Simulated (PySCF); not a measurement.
# C2H6AgO, charge +1, SMILES `[Ag+].COC`: electronic structure

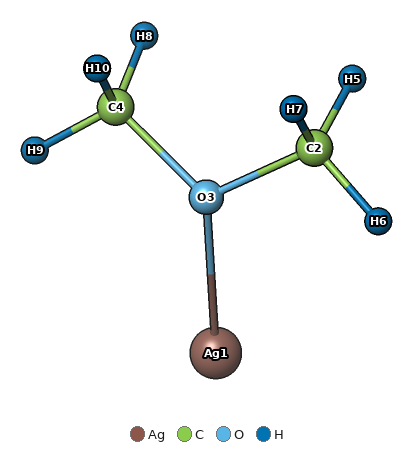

The molecule, with its atoms numbered as below. The pair's geometry is semi-empirical, so its contact may be too short or too long.

Cartesian coordinates (Å):

```
Ag1     -1.0063   -0.0001    0.0086
C2       2.0084    1.1847    0.0557
O3       1.2459   -0.0047   -0.2203
C4       2.0121   -1.1802    0.0566
H5       2.2739    1.2403    1.1146
H6       1.4004    2.0443   -0.2272
H7       2.9206    1.1717   -0.5467
H8       2.2778   -1.2341    1.1156
H9       1.4068   -2.0419   -0.2256
H10      2.9243   -1.1648   -0.5458
```

Part 1: Bonding charge

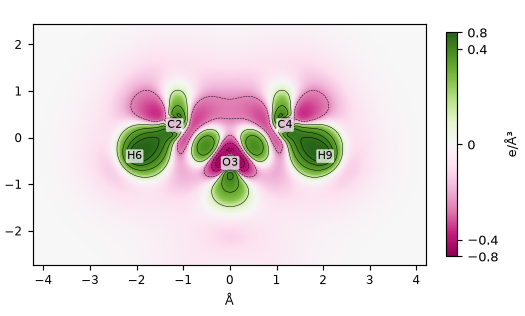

Deformation density (molecule less spherical, spin-averaged free atoms) in the plane of C2, O3, C4, H6 and H9; colour scale in e/Å³, logarithmic beyond ±0.1; green: gain, pink: loss.

Level of theory: B3LYP/def2-TZVP (PySCF), at a geometry from GFN2-xTB. Core potentials replace the inner electrons of Ag; spin–orbit coupling isn't included.

> How much density has each bond in this plane gained at its critical point, relative to the free atoms?

C4–H9 and C2–H6: +0.79 e/Å³ at the bond critical point (bond length 1.09 Å, Mayer order 1.0). O3–C4: +0.03 e/Å³ at the bond critical point (bond length 1.43 Å, Mayer order 0.8); up to 0.6 Å beside the axis the gain reaches +0.34 e/Å³. C2–O3: +0.02 e/Å³ at the bond critical point (bond length 1.44 Å, Mayer order 0.8); up to 0.6 Å beside the axis the gain reaches +0.33 e/Å³. In all, 2.0 electrons gather in the regions of gain relative to the promolecule of neutral atoms (the regions of loss give up this much and the cation's charge besides). A small or negative value marks a very polar bond, one between electron-rich atoms, whose free-atom densities already overlap strongly, a long bond to a heavier atom, or a closed-shell contact such as a hydrogen bond.

Part 2: Bond critical points

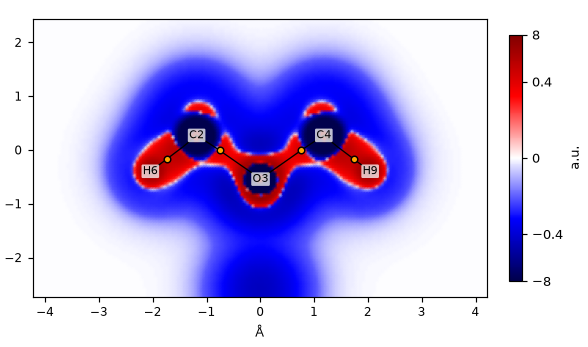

Negative Laplacian of the density (−∇²ρ) in the plane of C2, O3, C4, H6 and H9 (red positive, blue negative, colour scale in a.u., logarithmic beyond ±0.04), with bond paths and bond critical points (dots).

> Sort the bonds in the plane by the sign of ∇²ρ at their critical points.

Concentrated (∇²ρ < 0): C4–H9 and C2–H6 (−1.04 a.u.); O3–C4 (−0.46 a.u.); C2–O3 (−0.46 a.u.). At none is it depleted.

> Where along O3–C4 does the critical point lie?

0.93 Å from O3 and 0.50 Å from C4.

Part 3: Local ionisation energy

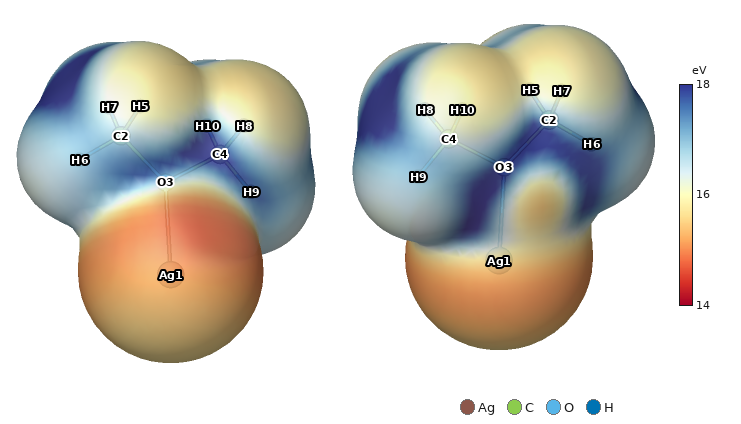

Average local ionisation energy on the surface of electron density 0.001 a.u. (back view left, front view right).

> Where are the most loosely bound electrons on this surface?

The lowest value is 14.8 eV, 2.0 Å from Ag1. Further minima include 15.0 eV, 2.0 Å from Ag1; 15.5 eV, 1.8 Å from O3; 15.6 eV, 1.4 Å from H8. For comparison, the highest occupied orbital lies at −12.6 eV.

> What volume does the surface enclose?

About 103 Å³.

Part 4: Binding density

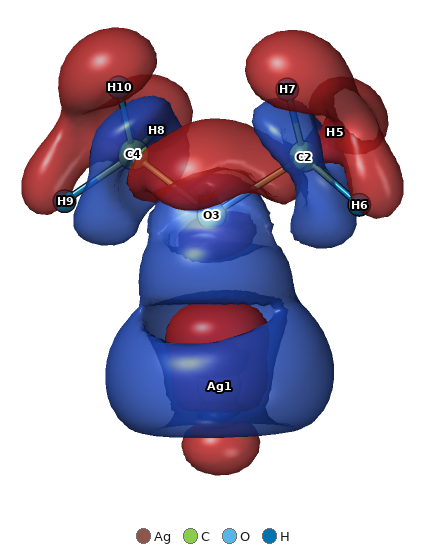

Density of the complex less the densities of the two fragments at the same geometry, ±0.01 e/Å³ (blue: gain, red: loss). Fragment A: Ag(+1) (atom 1); fragment B: H6C2O.

Method: B3LYP/def2-TZVP; geometry: GFN2-xTB; program: PySCF. Core potentials replace the inner electrons of Ag; spin–orbit coupling isn't included.

> How is the density rearranged on binding?

Hirshfeld charges show 0.150 e passing from B to A. By Hirshfeld charges, electrons gather most on Ag1 (−0.150 e) and leave H7 and H10 alike most (+0.037 e); 0.41 e is displaced in all.

> What is the interaction energy, and which contacts carry it?

The counterpoise-corrected interaction energy of the frozen fragments is −34.4 kcal/mol without dispersion correction and −37.7 kcal/mol with D3(BJ). D3 uses neutral-atom coefficients and tends to overbind metal cations. The pair geometry is semi-empirical, not a minimum at this level. Contacts: Ag1···O3, 2.26 Å, ρ = 0.057 a.u. The pose is a local one from a semi-empirical search, not shown to be the most stable.
